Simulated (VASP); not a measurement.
Band structure of Pb$_{4}$S$_{3}$Se (ordered alloy cell). Calculation: PBEsol GGA, VASP's PBE PAW potentials (set 64) (plane waves; VASP).

Unless said otherwise, spin-orbit coupling is left out, though it shifts the bands of the heavy elements here.

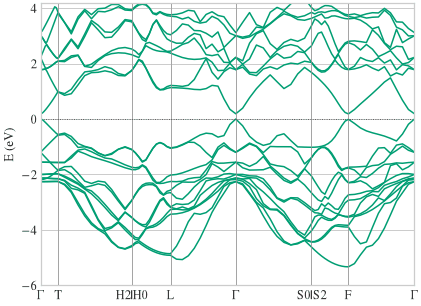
Figure: Bands along high-symmetry lines, zero at the valence-band maximum or, without a gap, the Fermi level

Problem. Read the plot: is there a gap, and where are the band edges?

Solution. The gap is indirect, 0.18 eV, from the valence maximum at Γ to the conduction minimum at F. (Edges off the drawn lines would not show.)

The structure was generated: Pb4S3Se was put into an ordered model structure (R-3m), which need not be its known phase. It was relaxed first.
